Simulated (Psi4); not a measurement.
## Polarizability calculation, with input and output: SiH$_{5}$ (charge −1)

SiH$_{5}$, charge −1, SMILES [H][Si-]([H])([H])([H])[H], computed with PW86PBE/aug-cc-pV(T+d)Z, RKS (Psi4 1.11).

Some settings of this run were made unusual or wrong on purpose. The geometry comes from this level: GFN2-xTB.

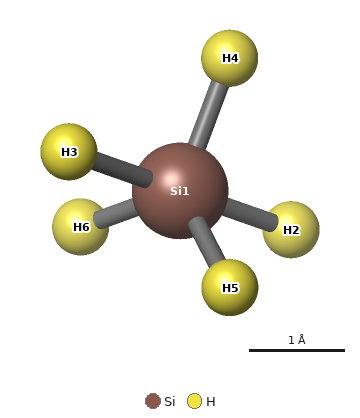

The structure (ball-and-stick view, seen at a tilt; atoms are numbered from 1 in the order of the input). Bond lengths as drawn: H–Si 1.49 to 1.64 Å.

Input (input.dat)
```
memory 1600 MB

molecule m {
  -1 1
  Si    -0.000240     0.000230     0.001470
  H     -0.019890    -0.007790     1.639910
  H      0.021790     0.007860    -1.642440
  H      1.490630     0.011850     0.019200
  H     -0.757550     1.285100    -0.002620
  H     -0.734730    -1.297250    -0.015520
}

set {
  basis aug-cc-pV(T+d)Z
  scf_type mem_df
  dft_radial_points 12
  dft_spherical_points 14
  maxiter 60
}

E, wfn = properties('pw86pbe', properties=['dipole_polarizabilities'], return_wfn=True)
```

Launched with:
```bash
psi4 input.dat output.dat -n 1
```

What the program printed
```
Psi4 1.11 release

   => Loading Basis Set <=

    Name: AUG-CC-PV(T+D)Z
    Role: ORBITAL
    Keyword: BASIS

         ---------------------------------------------------------
                                   SCF
                              RKS Reference
                        1 Threads,   1525 MiB Core
         ---------------------------------------------------------

  ==> Geometry <==

    Molecular point group: c1
    Full point group: C1

    Geometry (in Angstrom), charge = -1, multiplicity = 1:

       Center              X                  Y                   Z               Mass
    ------------   -----------------  -----------------  -----------------  -----------------
         SI          -0.000044261692     0.000042124920     0.000269233186    27.976926534650
         H           -0.019694261692    -0.007977875080     1.638709233186     1.007825032230
         H            0.021985738308     0.007672124920    -1.643640766814     1.007825032230
         H            1.490825738308     0.011662124920     0.017999233186     1.007825032230
         H           -0.757354261692     1.284912124920    -0.003820766814     1.007825032230
         H           -0.734534261692    -1.297437875080    -0.016720766814     1.007825032230

  Running in c1 symmetry.

  Rotational constants: A =      2.50746  B =      1.91806  C =      1.91689 [cm^-1]
  Rotational constants: A =  75171.82605  B =  57501.97236  C =  57467.01053 [MHz]
  Nuclear repulsion =   26.139781458618401

  Charge       = -1
  Multiplicity = 1
  Electrons    = 20
  Nalpha       = 10
  Nbeta        = 10

  ==> Algorithm <==

  SCF Algorithm Type is MEM_DF.
  DIIS enabled.
  MOM disabled.
  Fractional occupation disabled.
  Guess Type is SAD.
  Energy threshold   = 1.00e-06
  Density threshold  = 1.00e-06
  Integral threshold = 1.00e-12

  ==> Primary Basis <==

  Basis Set: AUG-CC-PV(T+D)Z
    Blend: AUG-CC-PV(T+D)Z
    Number of shells: 62
    Number of basis functions: 170
    Number of Cartesian functions: 190
    Spherical Harmonics?: true
    Max angular momentum: 3

  ==> DFT Potential <==

   => LibXC <=

    Version 7.1.2

   => Composite Functional: PW86PBE <=

    PW86PBE GGA Exchange-Correlation Functional

    Deriv               =              1
    GGA                 =           TRUE
    Meta                =          FALSE

    Exchange Hybrid     =          FALSE
    MP2 Hybrid          =          FALSE

   => Exchange Functionals <=

    1.0000    XC_GGA_X_PW86

   => Correlation Functionals <=

    1.0000     XC_GGA_C_PBE

   => LibXC Density Thresholds  <==

    XC_GGA_C_PBE:  1.00E-12
    XC_GGA_X_PW86:  1.00E-15

   => Molecular Quadrature <=

    Radial Scheme          =       TREUTLER
    Pruning Scheme         =           NONE
    Nuclear Scheme         =       TREUTLER

    Blocking Scheme        =         OCTREE
    BS radius alpha        =              1
    Pruning alpha          =              1
    Radial Points          =             12
    Spherical Points       =             14
    Total Points           =            993
    Total Blocks           =             17
    Max Points             =             97
    Max Functions          =            170
    Weights Tolerance      =       1.00E-15

   => Loading Basis Set <=

    Name: (AUG-CC-PV(T+D)Z AUX)
    Role: JKFIT
    Keyword: DF_BASIS_SCF

  ==> Integral Setup <==

  DFHelper Memory: AOs need 0.088 GiB; user supplied 1.113 GiB.
  SCF_SUBTYPE=INCORE selected. In-core MEM_DF algorithm will be used.
  Using in-core AOs.

  ==> MemDFJK: Density-Fitted J/K Matrices <==

    J tasked:                   Yes
    K tasked:                    No
    wK tasked:                   No
    Memory [MiB]:              1139
    Algorithm:                 Core
    Schwarz Cutoff:           1E-12
    Mask sparsity (%):       0.0000
    Fitting Condition:        1E-10

   => Auxiliary Basis Set <=

  Basis Set: (AUG-CC-PV(T+D)Z AUX)
    Blend: AUG-CC-PVTZ-JKFIT
    Number of shells: 112
    Number of basis functions: 376
    Number of Cartesian functions: 455
    Spherical Harmonics?: true
    Max angular momentum: 4

  Cached 100.0% of DFT collocation blocks in 0.005 [GiB].

  Minimum eigenvalue in the overlap matrix is 1.2238585220E-05.
  Reciprocal condition number of the overlap matrix is 1.1667089618E-06.
    Using symmetric orthogonalization.

  ==> Pre-Iterations <==

  SCF Guess: Superposition of Atomic Densities via on-the-fly atomic UHF (no occupation information).

   -------------------------
    Irrep   Nso     Nmo
   -------------------------
     A        170     170
   -------------------------
    Total     170     170
   -------------------------

  ==> Iterations <==

                           Total Energy        Delta E     RMS |[F,P]|

   @DF-RKS iter SAD:  -292.13296645440488   -2.92133e+02   0.00000e+00
   @DF-RKS iter   1:  -292.27617700043641   -1.43211e-01   3.17895e-03 ADIIS/DIIS
   @DF-RKS iter   2:  -291.69566524993598    5.80512e-01   4.51694e-03 ADIIS/DIIS
   @DF-RKS iter   3:  -292.48032854533170   -7.84663e-01   7.04048e-04 ADIIS/DIIS
   @DF-RKS iter   4:  -292.49746380340196   -1.71353e-02   2.12988e-04 ADIIS/DIIS
   @DF-RKS iter   5:  -292.49847860728988   -1.01480e-03   5.93105e-05 DIIS
   @DF-RKS iter   6:  -292.49857837368154   -9.97664e-05   1.80207e-05 DIIS
   @DF-RKS iter   7:  -292.49858562895975   -7.25528e-06   6.67849e-06 DIIS
   @DF-RKS iter   8:  -292.49858677076065   -1.14180e-06   1.17994e-06 DIIS
   @DF-RKS iter   9:  -292.49858680376065   -3.30000e-08   3.04039e-07 DIIS
  Energy and wave function converged.

  ==> Post-Iterations <==

   Electrons on quadrature grid:
      Ntotal   =   20.1901193706 ; deviation = 1.901e-01

   WARNING: large deviation in the electron count on grid detected. Check grid size!    Orbital Energies [Eh]
    ---------------------

    Doubly Occupied:

       1A    -65.249904     2A     -4.826277     3A     -3.220307
       4A     -3.219448     5A     -3.218959     6A     -0.289559
       7A     -0.125393     8A     -0.120275     9A     -0.075588
      10A      0.043002

    Virtual:

      11A      0.109273    12A      0.135654    13A      0.136088
      14A      0.139031    15A      0.142925    16A      0.149051
      17A      0.156073    18A      0.179541    19A      0.195271
      20A      0.195284    21A      0.204183    22A      0.205114
      23A      0.212969    24A      0.286914    25A      0.292979
      26A      0.308886    27A      0.310803    28A      0.319914
      29A      0.327673    30A      0.328882    31A      0.332184
      32A      0.337084    33A      0.344026    34A      0.350014
      35A      0.375520    36A      0.387219    37A      0.408841
      38A      0.422681    39A      0.433256    40A      0.455279
      41A      0.489845    42A      0.493131    43A      0.506550
      44A      0.507476    45A      0.525020    46A      0.533084
      47A      0.539017    48A      0.575753    49A      0.605060
      50A      0.610672    51A      0.633169    52A      0.646026
      53A      0.650576    54A      0.660347    55A      0.667058
      56A      0.672880    57A      0.685047    58A      0.693985
      59A      0.794091    60A      0.853559    61A      0.873497
      62A      0.888826    63A      0.917276    64A      0.946897
      65A      0.968355    66A      0.980140    67A      0.988299
      68A      1.016220    69A      1.043162    70A      1.066810
      71A      1.066928    72A      1.079874    73A      1.085455
      74A      1.087992    75A      1.099191    76A      1.105138
      77A      1.110937    78A      1.141993    79A      1.143680
      80A      1.150207    81A      1.152716    82A      1.195079
      83A      1.208909    84A      1.211053    85A      1.248337
      86A      1.267171    87A      1.307249    88A      1.309477
      89A      1.325135    90A      1.347058    91A      1.378990
      92A      1.383171    93A      1.396111    94A      1.429873
      95A      1.436354    96A      1.441428    97A      1.448489
      98A      1.468643    99A      1.509305   100A      1.552301
     101A      1.556386   102A      1.621967   103A      1.724958
     104A      1.735173   105A      1.763895   106A      1.847616
     107A      1.889266   108A      1.923402   109A      1.946741
     110A      1.997433   111A      2.012357   112A      2.064328
     113A      2.084807   114A      2.138327   115A      2.275925
     116A      2.297120   117A      2.834023   118A      2.858335
     119A      2.943470   120A      3.174341   121A      3.327262
     122A      3.357307   123A      3.454219   124A      3.646018
     125A      3.782721   126A      3.788466   127A      3.808935
     128A      3.835429   129A      3.847473   130A      3.850772
     131A      3.872284   132A      3.875918   133A      3.892128
     134A      3.900000   135A      3.926106   136A      3.938905
     137A      3.985853   138A      3.993568   139A      4.008717
     140A      4.011387   141A      4.101376   142A      4.111443
     143A      4.134052   144A      4.142881   145A      4.163322
     146A      4.251483   147A      4.292804   148A      4.316451
     149A      4.322923   150A      4.323116   151A      4.338222
     152A      4.441118   153A      4.443998   154A      4.475139
     155A      4.493085   156A      4.512334   157A      4.521944
     158A      4.643642   159A      4.667071   160A      4.744083
     161A      4.778582   162A      4.798897   163A      4.841951
     164A      5.081516   165A      5.101904   166A      5.632431
     167A      5.758579   168A      5.852908   169A      6.197742
     170A      8.298702

    Final Occupation by Irrep:
              A
    DOCC [    10 ]
    NA   [    10 ]
    NB   [    10 ]

  @DF-RKS Final Energy:  -292.49858680376065

   => Energetics <=

    Nuclear Repulsion Energy =             26.1397814586184012
    One-Electron Energy =                -460.1777033172568281
    Two-Electron Energy =                 164.5124774820001221
    DFT Exchange-Correlation Energy =     -22.9731424271223510
    Empirical Dispersion Energy =           0.0000000000000000
    VV10 Nonlocal Energy =                  0.0000000000000000
    Total Energy =                       -292.4985868037606451

Computation Completed

Properties will be evaluated at   0.000000,   0.000000,   0.000000 [a0]

Properties computed using the PW86PBE density matrix

 Multipole Moments:

 ------------------------------------------------------------------------------------
     Multipole            Electronic (a.u.)      Nuclear  (a.u.)        Total (a.u.)
 ------------------------------------------------------------------------------------

 L = 1.  Multiply by 2.5417464519 to convert [e a0] to [Debye]
 Dipole X            :          0.0619244            0.0011509            0.0630753
 Dipole Y            :          0.0396621           -0.0010953            0.0385668
 Dipole Z            :          0.0257375           -0.0070006            0.0187369
 Magnitude           :                                                    0.0762691

 ------------------------------------------------------------------------------------

         ---------------------------------------------------------
                       CPSCF Linear Response Solver
         ---------------------------------------------------------

   ==> Requested Responses <==

    Dipole polarizabilities

   ==> Coupled-Perturbed RKS Solver <==

    Maxiter             =         100
    Convergence         =   1.000E-06
    Number of equations =           3
   -----------------------------------------------------
     Iter   Residual RMS      Max RMS  Remain  Time [s]
   -----------------------------------------------------
    Guess      2.860e+00    2.897e+00       3         0
        1      8.742e-01    9.535e-01       3         0
        2      2.701e-01    3.687e-01       3         0
        3      5.918e-02    8.796e-02       3         0
        4      1.263e-02    1.768e-02       3         0
        5      3.333e-03    5.527e-03       3         0
        6      1.116e-03    2.055e-03       3         1
        7      3.176e-04    4.595e-04       3         1
        8      7.095e-05    1.156e-04       3         1
        9      1.538e-05    2.194e-05       3         1
       10      2.961e-06    3.114e-06       3         1
       11      8.973e-07    1.133e-06       1         1
       12      5.827e-07    1.890e-07       0         1
   -----------------------------------------------------

    Solver has converged.

   ==> Response Properties <==

    => Dipole polarizabilities <=

              X          Y          Z
    ----- ---------- ---------- ----------
      X     57.12935    0.45220   -1.01342
      Y      0.45220   56.81322   -0.37841
      Z     -1.01341   -0.37841  134.56006

	total time  =          4 seconds =       0.07 minutes

    Psi4 run time: 0:00:03.80
```

What the run reported

| quantity | value |
| --- | --- |
| outcome | converged |
| total energy | −292.498587 hartree |
| basis functions | 170 |
| HOMO | 1.17 eV |
| LUMO | 2.97 eV |
| hardware | 1 thread of Intel Xeon @ 2.90GHz (Ice Lake), 12 GiB of memory available, shared host |
| wall time | 5.4 s |
| peak memory | 0.36 GiB |

Some settings of this run were drawn to be unusual or wrong (dft_radial_points set to 12; dft_spherical_points set to 14; maxiter set to 60). It converged; results that depend on the unusual settings are not reference values. The record of the run, not the program, notes: unbound anion.
